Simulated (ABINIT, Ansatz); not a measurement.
**Ruthenium (P6_3/mmc): phonons by linear response**

Aim: the phonon dispersion of Ruthenium (P6_3/mmc), checked by a second program.

Method: DFT PBEsol, scalar-relativistic, plane waves, PseudoDojo norm-conserving pseudopotentials, in ABINIT 10.8.3.

## 1. The structure

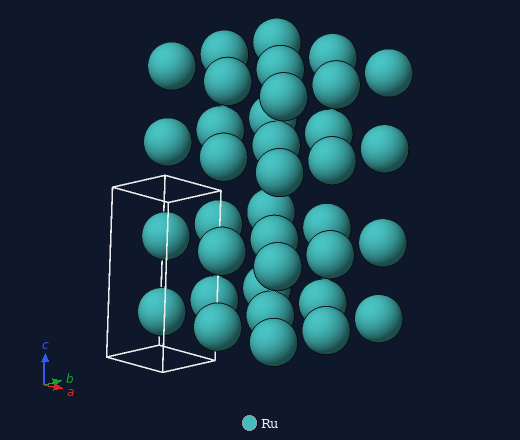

The cell as given, slightly off an axis (ruthenium teal). 3×3×2 cells are drawn.

Structure file:

```cif
data_structure
_symmetry_space_group_name_H-M 'P6_3/mmc'
_symmetry_Int_Tables_number 194
_cell_length_a 2.7058
_cell_length_b 2.7058
_cell_length_c 4.2819
_cell_angle_alpha 90.000
_cell_angle_beta 90.000
_cell_angle_gamma 120.000
_cell_volume 27.15
loop_
_atom_site_label
_atom_site_type_symbol
_atom_site_symmetry_multiplicity
_atom_site_Wyckoff_symbol
_atom_site_fract_x
_atom_site_fract_y
_atom_site_fract_z
_atom_site_occupancy
Ru1 Ru 2 c 0.33333 0.66667 0.25000 1
```

## 2. A first look

A first run with smearing and empty bands tells whether the crystal has a gap, which decides between fixed occupations and smearing later on.

probe.abi reads:

```
# ground state
tolvrs 1.0d-08
prtden 1
prtwf 1

# basis, mesh and filling
ecut 38.0
ngkpt 9 9 4
nshiftk 1
shiftk 0.0 0.0 0.0
istwfk *1
occopt 7
tsmear 0.005
nband 24
nstep 100
diemac 9.0
prtebands 0
prtgsr 0

# cell and atoms
acell 5.113220948 5.113220948 8.091618293
rprim 
    1.0 0.0 0.0
    -0.5 0.8660254038 0.0
    0.0 0.0 1.0
ntypat 1
znucl 44
natom 2
typat 1 1
xred 
    1/3 2/3 0.25
    2/3 1/3 0.75
pp_dirpath "./pseudo"
pseudos "Ru.upf"
```

Command:

```sh
$ OMP_NUM_THREADS=1 mpirun -n 16 abinit probe.abi > probe.log
```

Numbers of over 12 decimals in the logs are rounded to 6 here.

probe.abo, the main output file:

```text
[banners, grids, parts of the stress and lines that vanish by symmetry left out]
- input  file    -> probe.abi
- output file    -> probe.abo
- root for input  files -> probei
[...]
Symmetries : space group P6_3/m m c (#194); Bravais hP (primitive hexag.)
[...]
mpw =        2067          nfft =       43200          nkpt =          36
[...]
== DATASET  1 ==================================================================
[...]
-    --> not optimal distribution: autoparal keyword recommended in input file <--
[...]
cutoff_energies: {ecut:  38.0, pawecutdg:  -1.0, }
[...]
ETOT  1  -201.89519908995    -2.019E+02 2.226E-01 2.264E+02
 ETOT  2  -201.99675852794    -1.016E-01 3.611E-02 1.649E+02
 ETOT  3  -202.04768171365    -5.092E-02 6.721E-03 1.027E-02
 ETOT  4  -202.04771580478    -3.409E-05 3.340E-03 4.214E-04
 ETOT  5  -202.04771593268    -1.279E-07 2.061E-03 6.743E-06
 ETOT  6  -202.04771593532    -2.634E-09 1.082E-03 2.706E-07
 ETOT  7  -202.04771593543    -1.119E-10 7.203E-04 7.588E-10
 At SCF step    7       vres2   =  7.59E-10 < tolvrs=  1.00E-08 =>converged.
[...]
sigma(1 1)=  1.90383584E-04  sigma(3 2)=  0.00000000E+00
  sigma(2 2)=  1.90383583E-04  sigma(3 1)=  0.00000000E+00
  sigma(3 3)=  2.83002899E-04  sigma(2 1)=  0.00000000E+00
[...]
convergence: {deltae: -1.119E-10, res2:  7.588E-10, residm:  7.203E-04, diffor: null, }
etotal    :  -2.02047716E+02
[...]
sigma(1 1)=  1.90383584E-04  sigma(3 2)=  0.00000000E+00
  sigma(2 2)=  1.90383583E-04  sigma(3 1)=  0.00000000E+00
  sigma(3 3)=  2.83002899E-04  sigma(2 1)=  0.00000000E+00
[...]
- sigma(1 1)=  5.60127843E+00  sigma(3 2)=  0.00000000E+00
- sigma(2 2)=  5.60127839E+00  sigma(3 1)=  0.00000000E+00
- sigma(3 3)=  8.32623276E+00  sigma(2 1)=  0.00000000E+00
[...]
fcart      1.0532090244E-28  1.8242115413E-28 -0.0000000000E+00
           strten      1.9038358418E-04  1.9038358278E-04  2.8300289934E-04
================================================================================

[key lines of the parts left out:]
pressure_GPa:  -6.5096E+00
```

Run time: 5.2 s. Hardware: 16 MPI ranks of Arm Neoverse V2, shared host; 80 s of CPU time.

Read from the output:

```yaml
volume_per_atom: 13.57 Å³
pressure: -6.510 GPa
gap_on_the_k_mesh: 0 eV
```

No gap opens on this mesh, so smearing is kept; the printed pressure holds the stress of the finite basis too.

## 3. Relaxation

The harmonic expansion needs vanishing forces, and a free crystal bears no stress, so cell and atoms are brought to rest. Stress is more sensitive to the basis than forces are: the last 3 Ha under the cutoff are smoothed with ecutsm, and the cutoff is raised above that of the later runs.

relax.abi reads:

```
# relaxation
ionmov 2
optcell 2
dilatmx 1.08
ntime 40
tolmxf 1.0d-05
tolvrs 1.0d-14
prtwf 0
prtden 0
chksymtnons 0

# basis, mesh and filling
ecut 47.0
ecutsm 3.0
ngkpt 12 12 6
nshiftk 1
shiftk 0.0 0.0 0.0
istwfk *1
occopt 7
tsmear 0.01
nband 24
nstep 100
diemac 1000000.0
prtebands 0
prtgsr 0

# cell and atoms
acell 5.113220948 5.113220948 8.091618293
rprim 
    1.0 0.0 0.0
    -0.5 0.8660254038 0.0
    0.0 0.0 1.0
ntypat 1
znucl 44
natom 2
typat 1 1
xred 
    1/3 2/3 0.25
    2/3 1/3 0.75
pp_dirpath "./pseudo"
pseudos "Ru.upf"
```

Command:

```sh
$ OMP_NUM_THREADS=1 mpirun -n 16 abinit relax.abi > relax.log
```

relax.abo, the main output file:

```text
[banners, grids, parts of the stress and lines that vanish by symmetry left out]
- input  file    -> relax.abi
- output file    -> relax.abo
- root for input  files -> relaxi
[...]
Symmetries : space group P6_3/m m c (#194); Bravais hP (primitive hexag.)
[...]
mpw =        3603          nfft =       69984          nkpt =          76
[...]
== DATASET  1 ==================================================================
[...]
cutoff_energies: {ecut:  47.0, pawecutdg:  -1.0, }
[...]
ETOT  1  -201.89421879676    -2.019E+02 2.702E-01 3.464E+02
 ETOT  2  -202.01018261218    -1.160E-01 5.504E-02 2.037E+02
 ETOT  3  -202.04931758362    -3.913E-02 6.532E-03 6.065E-02
 ETOT  4  -202.04934151828    -2.393E-05 5.227E-03 1.159E-03
 ETOT  5  -202.04934171610    -1.978E-07 1.465E-03 5.825E-06
[...]
At SCF step    9       vres2   =  2.08E-15 < tolvrs=  1.00E-14 =>converged.
[...]
sigma(1 1)=  1.87889208E-04  sigma(3 2)=  0.00000000E+00
  sigma(2 2)=  1.87889206E-04  sigma(3 1)=  0.00000000E+00
  sigma(3 3)=  1.98233980E-04  sigma(2 1)=  0.00000000E+00
[...]
convergence: {deltae: -4.007E-12, res2:  2.083E-15, residm:  7.450E-04, diffor: null, }
etotal    :  -2.02049342E+02
[...]
ETOT  1  -202.04395478335    -2.020E+02 4.071E+02 3.250E+01
[...]
At SCF step    9       vres2   =  1.57E-16 < tolvrs=  1.00E-14 =>converged.
[...]
sigma(1 1)= -1.58449531E-06  sigma(3 2)=  0.00000000E+00
  sigma(2 2)= -1.58449674E-06  sigma(3 1)=  0.00000000E+00
  sigma(3 3)= -9.17789453E-06  sigma(2 1)=  0.00000000E+00
[...]
convergence: {deltae: -1.478E-12, res2:  1.571E-16, residm:  2.499E-05, diffor: null, }
etotal    :  -2.02049641E+02
[...]
ETOT  1  -202.04963793421    -2.020E+02 1.991E-05 1.707E-02
[...]
At SCF step    8       vres2   =  1.37E-16 < tolvrs=  1.00E-14 =>converged.
[...]
sigma(1 1)=  1.32672976E-06  sigma(3 2)=  0.00000000E+00
  sigma(2 2)=  1.32672833E-06  sigma(3 1)=  0.00000000E+00
  sigma(3 3)= -2.18419269E-06  sigma(2 1)=  0.00000000E+00
[...]
convergence: {deltae: -7.958E-13, res2:  1.366E-16, residm:  8.324E-06, diffor: null, }
etotal    :  -2.02049641E+02
[...]
ETOT  1  -202.04964069068    -2.020E+02 4.846E-05 1.215E-03
[...]
At SCF step    7       vres2   =  2.71E-16 < tolvrs=  1.00E-14 =>converged.
[...]
sigma(1 1)=  7.05545650E-07  sigma(3 2)=  0.00000000E+00
  sigma(2 2)=  7.05544216E-07  sigma(3 1)=  0.00000000E+00
  sigma(3 3)= -2.38011289E-07  sigma(2 1)=  0.00000000E+00
[...]
convergence: {deltae:  1.251E-12, res2:  2.708E-16, residm:  2.106E-06, diffor: null, }
etotal    :  -2.02049641E+02
[...]
ETOT  1  -202.04964086959    -2.020E+02 5.000E-06 2.430E-04
[...]
ETOT  6  -202.04964091460    -2.586E-12 8.060E-07 1.257E-13
 ETOT  7  -202.04964091460     1.080E-12 9.683E-07 3.970E-16
 At SCF step    7       vres2   =  3.97E-16 < tolvrs=  1.00E-14 =>converged.
[...]
sigma(1 1)=  6.94895146E-08  sigma(3 2)=  0.00000000E+00
  sigma(2 2)=  6.94880797E-08  sigma(3 1)=  0.00000000E+00
  sigma(3 3)=  6.05652949E-08  sigma(2 1)=  0.00000000E+00
[...]
convergence: {deltae:  1.080E-12, res2:  3.970E-16, residm:  9.683E-07, diffor: null, }
etotal    :  -2.02049641E+02
[...]
At Broyd/MD step   5, gradients are converged :
[...]
sigma(1 1)=  6.94895146E-08  sigma(3 2)=  0.00000000E+00
  sigma(2 2)=  6.94880797E-08  sigma(3 1)=  0.00000000E+00
  sigma(3 3)=  6.05652949E-08  sigma(2 1)=  0.00000000E+00
[...]
- sigma(1 1)=  2.04445210E-03  sigma(3 2)=  0.00000000E+00
- sigma(2 2)=  2.04440989E-03  sigma(3 1)=  0.00000000E+00
- sigma(3 3)=  1.78189250E-03  sigma(2 1)=  0.00000000E+00
[...]
fcart     -1.0592098957E-28  6.1153511840E-29 -0.0000000000E+00
           strten      6.9489514601E-08  6.9488079728E-08  6.0565294904E-08
================================================================================

[key lines of the parts left out:]
pressure_GPa:  -1.9569E-03
Total energy (etotal) [Ha]= -2.02049640914596E+02
```

Run time: 55 s. Hardware: 16 MPI ranks; 14 min of CPU time.

Relaxation path:

| step | energy less that of the first step (eV) | largest force (eV/Å) | volume (Å³) |
| --- | --- | --- | --- |
| 1 | 0.0000 | 0.0000 | 27.15 |
| 2 | -0.0081 | 0.0000 | 26.68 |
| 3 | -0.0081 | 0.0000 | 26.69 |
| 4 | -0.0081 | 0.0000 | 26.69 |
| 5 | -0.0081 | 0.0000 | 26.69 |

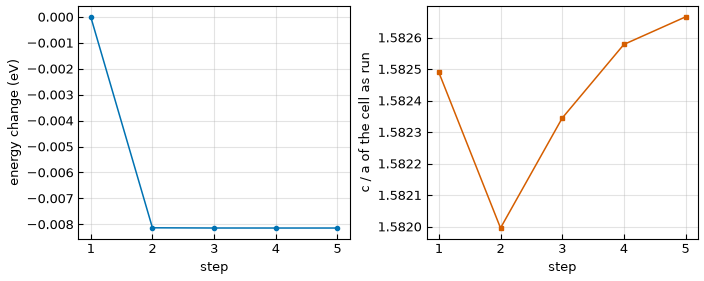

Energy and cell shape along the relaxation.

| conventional cell, symmetrised | before | after | change |
| --- | --- | --- | --- |
| a (Å) | 2.706 | 2.690 | -0.6 % |
| b (Å) | 2.706 | 2.690 | -0.6 % |
| c (Å) | 4.282 | 4.258 | -0.6 % |
| volume (Å³/atom) | 13.57 | 13.35 | -1.7 % |

Final coordinates:

```cif
data_structure
_symmetry_space_group_name_H-M 'P 1'
_symmetry_Int_Tables_number 1
_cell_length_a 2.6905
_cell_length_b 2.6905
_cell_length_c 4.2581
_cell_angle_alpha 90.000
_cell_angle_beta 90.000
_cell_angle_gamma 120.000
_cell_volume 26.69
loop_
_atom_site_label
_atom_site_type_symbol
_atom_site_fract_x
_atom_site_fract_y
_atom_site_fract_z
_atom_site_occupancy
Ru1 Ru 0.33333 0.66667 0.25000 1
Ru2 Ru 0.66667 0.33333 0.75000 1
```

Numbers from this step:

* volume per atom: 13.35 Å³
* pressure: -0.001957 GPa

The volume changes by -1.7 % in this run and stands -1.7 % from the first cell.

## 4. Self-consistent run for the response

First-order wavefunctions inherit every error of the ground state, hence the very tight tolvrs. Smearing stays on, as the first look found no gap above 0.3 eV.

gs.abi reads:

```
# ground state
tolvrs 1.0d-16
prtden 1
prtwf 1

# basis, mesh and filling
ecut 38.0
ngkpt 12 12 6
nshiftk 1
shiftk 0.0 0.0 0.0
istwfk *1
occopt 7
tsmear 0.01
nband 24
nstep 100
diemac 1000000.0
prtebands 0
prtgsr 0

# cell and atoms
acell 5.084252392 5.084252392 8.046672559
rprim 
    1.0 0.0 0.0
    -0.5 0.8660254038 0.0
    0.0 0.0 1.0
ntypat 1
znucl 44
natom 2
typat 1 1
xred 
    1/3 2/3 0.25
    2/3 1/3 0.75
pp_dirpath "./pseudo"
pseudos "Ru.upf"
```

Command:

```sh
$ OMP_NUM_THREADS=1 mpirun -n 16 abinit gs.abi > gs.log
```

gs.abo, the main output file:

```text
[banners, grids, parts of the stress and lines that vanish by symmetry left out]
- input  file    -> gs.abi
- output file    -> gs.abo
- root for input  files -> gsi
[...]
Symmetries : space group P6_3/m m c (#194); Bravais hP (primitive hexag.)
[...]
mpw =        2033          nfft =       43200          nkpt =          76
[...]
== DATASET  1 ==================================================================
[...]
cutoff_energies: {ecut:  38.0, pawecutdg:  -1.0, }
[...]
ETOT  1  -201.89984851043    -2.019E+02 2.353E-01 2.151E+02
 ETOT  2  -202.01002310174    -1.102E-01 6.095E-02 1.278E+02
 ETOT  3  -202.04924101360    -3.922E-02 6.885E-03 1.109E-02
 ETOT  4  -202.04926147434    -2.046E-05 4.923E-03 6.555E-04
 ETOT  5  -202.04926165589    -1.816E-07 4.360E-03 6.658E-06
[...]
ETOT  9  -202.04926165848     1.279E-12 1.120E-03 1.532E-14
 ETOT 10  -202.04926165849    -3.553E-12 4.182E-04 3.765E-17
 At SCF step   10       vres2   =  3.77E-17 < tolvrs=  1.00E-16 =>converged.
[...]
sigma(1 1)=  3.28732898E-05  sigma(3 2)=  0.00000000E+00
  sigma(2 2)=  3.28732884E-05  sigma(3 1)=  0.00000000E+00
  sigma(3 3)=  3.31196792E-05  sigma(2 1)=  0.00000000E+00
[...]
convergence: {deltae: -3.553E-12, res2:  3.765E-17, residm:  4.182E-04, diffor: null, }
etotal    :  -2.02049262E+02
[...]
sigma(1 1)=  3.28732898E-05  sigma(3 2)=  0.00000000E+00
  sigma(2 2)=  3.28732884E-05  sigma(3 1)=  0.00000000E+00
  sigma(3 3)=  3.31196792E-05  sigma(2 1)=  0.00000000E+00
[...]
- sigma(1 1)=  9.67165578E-01  sigma(3 2)=  0.00000000E+00
- sigma(2 2)=  9.67165536E-01  sigma(3 1)=  0.00000000E+00
- sigma(3 3)=  9.74414605E-01  sigma(2 1)=  0.00000000E+00
[...]
fcart      0.0000000000E+00  0.0000000000E+00 -0.0000000000E+00
           strten      3.2873289845E-05  3.2873288409E-05  3.3119679245E-05
================================================================================

[key lines of the parts left out:]
pressure_GPa:  -9.6958E-01
```

Elapsed: 9.1 s, on 16 MPI ranks; 2.4 min of CPU time.

Read from the output:

- pressure: -0.9696 GPa

The cell stands at -0.97 GPa: the relaxation ran with a smoothed and higher cutoff, and the difference is a stress of the finite basis.

[end of part 1 of 4]

[Host names and launcher messages were left out of these logs when they were recorded.]

[Logs are printed without paths, hosts, clocks, repeated set-up lines and the standing remarks that a program may print on its own settings, such as how far it seeks lower states.]

[Hosts, paths, dates, database ids (printed as entryN), source tags and the programs' standing remarks are cut or masked in the printed files.]
